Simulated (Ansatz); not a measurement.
# C₂H₁₀Si₂: what the fields show

Input

```
crystal:
  periodic: [false, false, false]
  atoms:
    - {symbol: C, position_ang: [-0.723809, 1.147271, -1.276891]}
    - {symbol: Si, position_ang: [-0.396293, 0.230354, 0.327933]}
    - {symbol: C, position_ang: [1.143608, 0.892479, 1.172775]}
    - {symbol: Si, position_ang: [-0.166079, -2.064795, -0.087114]}
    - {symbol: H, position_ang: [-1.632128, 0.783076, -1.761936]}
    - {symbol: H, position_ang: [-0.845546, 2.217579, -1.090609]}
    - {symbol: H, position_ang: [0.106865, 1.018131, -1.975211]}
    - {symbol: H, position_ang: [-1.566097, 0.412761, 1.238859]}
    - {symbol: H, position_ang: [1.038825, 1.960453, 1.381456]}
    - {symbol: H, position_ang: [1.326498, 0.379410, 2.119484]}
    - {symbol: H, position_ang: [2.023906, 0.756687, 0.539554]}
    - {symbol: H, position_ang: [0.084116, -2.820758, 1.172210]}
    - {symbol: H, position_ang: [0.982723, -2.316900, -1.004222]}
    - {symbol: H, position_ang: [-1.389290, -2.624948, -0.727386]}
basis:
  gaussian: {orbitals: def2-TZVPP}
hamiltonian: {xc: pbe0, dispersion: d4}
output: {orbitals: {seedname: orbitals}}
```

Launched as:

```sh
ansatz run in.yaml --threads 4 --pin off --events-out ev --progress --plain --max-ram 10444MiB
```

Geometry: PBE0-D4/def2-TZVP.

Theory: RKS PBE0-D4/def2-TZVPP in Ansatz 0.2.0.

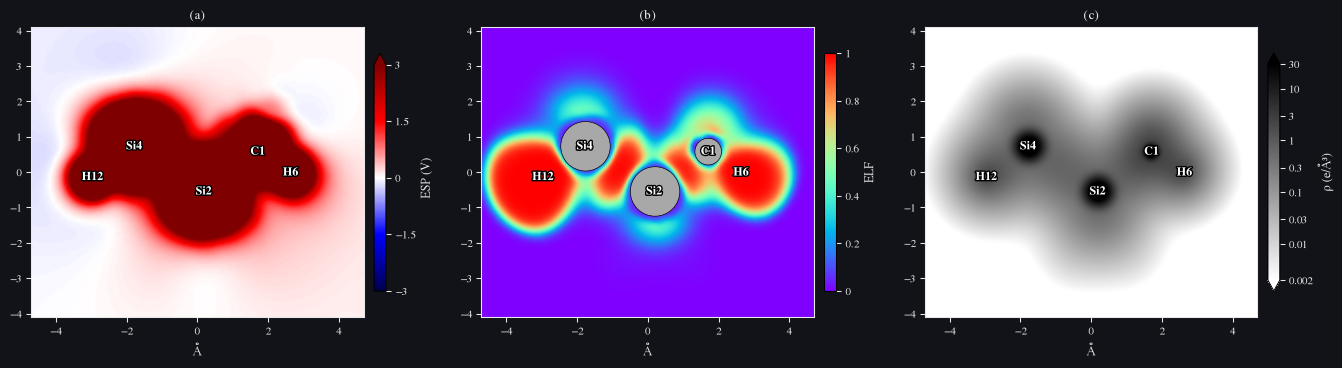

Figure 1. (a) molecular electrostatic potential; (b) ELF; (c) total electron density on the plane of atoms C1, Si2 and Si4. Grey discs cover the atomic cores in the ELF map.

Q: Interpret the plot.

A:
- Atoms in the plane: C, Si and H.
- C–Si (1.88 Å): the density is about 0.95 e/Å³ at the midpoint; the ELF peaks at about 0.95 between the atoms, as expected for a shared electron pair.
- Si–Si (2.34 Å): ρ is about 0.64 e/Å³ halfway; the ELF peaks at about 1 between the atoms, as expected for a shared electron pair.
- C–H (1.09 Å): ρ is about 2 e/Å³ halfway; the ELF climbs to about 1 towards the hydrogen, as it does in any bond to H; an ordinary covalent bond to hydrogen.
- Si–H (1.49 Å): ρ is about 0.78 e/Å³ halfway; the ELF climbs to about 1 towards the hydrogen.
- The potential has no marked negative region in this plane.

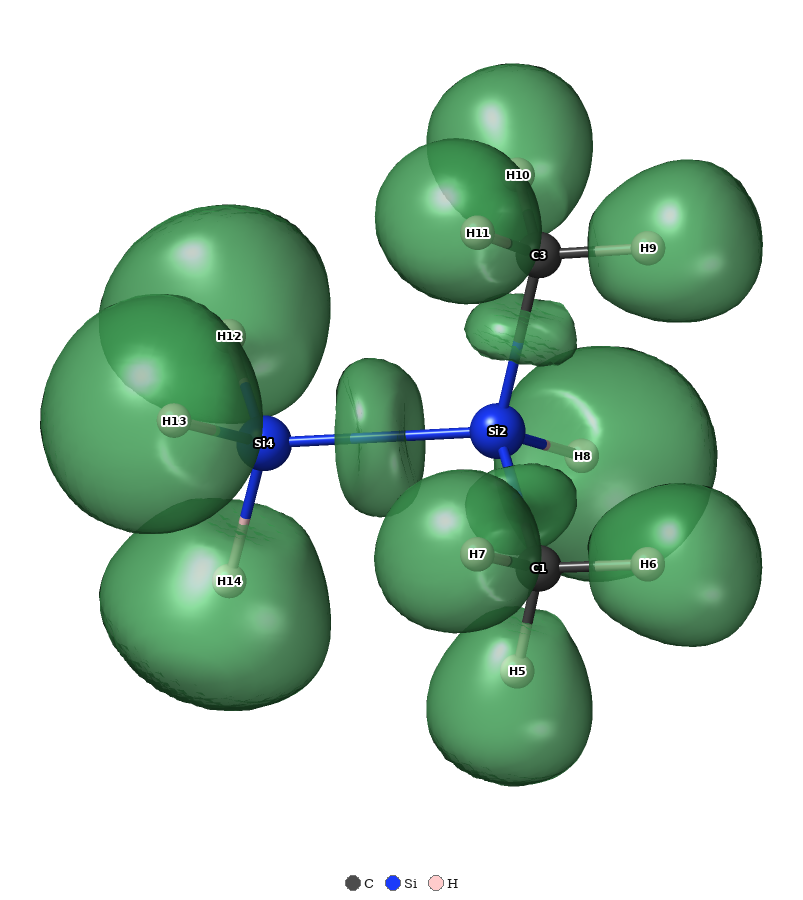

Figure 2. Isosurface of the ELF at 0.85 (green), seen at a tilt. Only the valence region is drawn (cores and ρ < 0.01 e/Å³ removed).

Q: What do the ELF domains correspond to?

A: The surface consists of two regions between bonded C–Si atoms (shared pairs), one region between bonded Si–Si atoms (shared pairs) and ten regions around hydrogen nuclei.

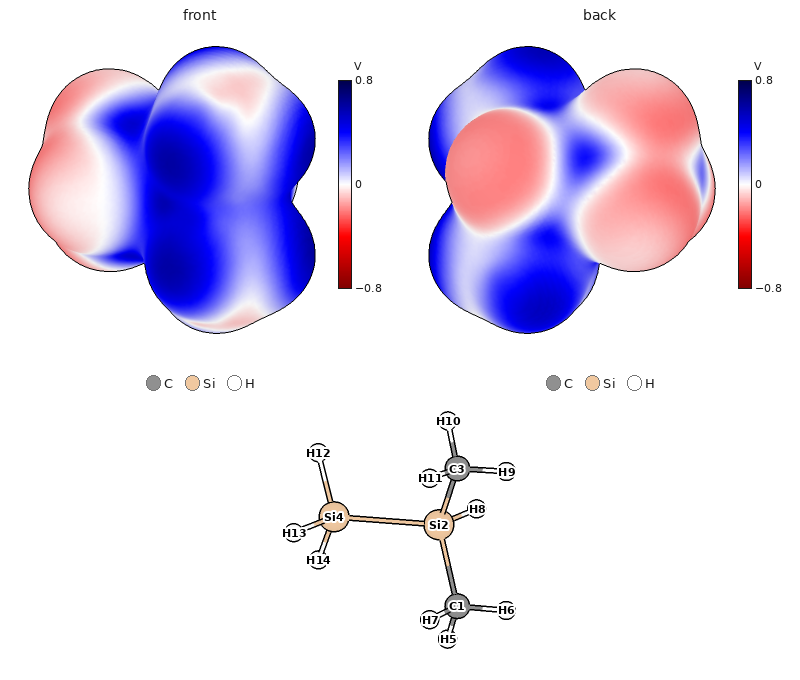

Figure 3. The electrostatic potential painted on the density surface at 0.001 e/bohr³, seen from the front and from behind; red is negative and blue positive. The bare structure is drawn below in the same view.

Q: Where is the surface potential most negative and most positive?

A: The most negative region (about −0.2 V) lies over H8, H12, H13 and H14, the most positive (about +0.6 V, or +14 kcal/mol for a unit charge) over the H and Si atoms.
